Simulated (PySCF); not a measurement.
Molecule: SMILES C#C/C=[CH]\[GeH3]. Atoms near the plane z = 0.6 Å, at the GFN2-xTB optimised geometry (x, y, z in Å): C1 (1.7, -1.5, 0.0), C2 (0.5, -1.5, 0.0), C3 (-0.9, -1.5, 0.0), C4 (-1.6, -0.3, 0.0), Ge5 (-0.8, 1.4, 0.0), H6 (2.7, -1.5, 0.0), H7 (-1.4, -2.5, 0.0), H8 (-2.7, -0.4, 0.0), H9 (-1.9, 2.5, 0.0), H10 (0.0, 1.6, 1.2).

Calculation: B3LYP/def2-TZVP in PySCF. The values are rescaled to run from 0 to 1.

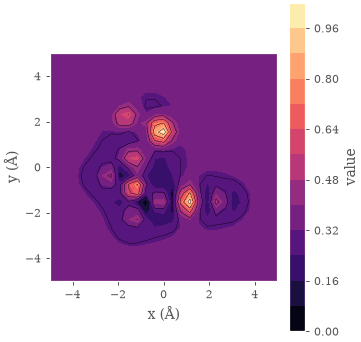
Figure: a field on the plane z = 0.6 Å.

Question: Which quantity is mapped?
(A) electrostatic potential
(B) deformation density (molecule minus spherical neutral atoms)
(C) an orbital amplitude
(D) Laplacian of the electron density

Answer: B, deformation density (molecule minus spherical neutral atoms). In full: deformation density (molecule minus spherical neutral atoms) (e/bohr³).
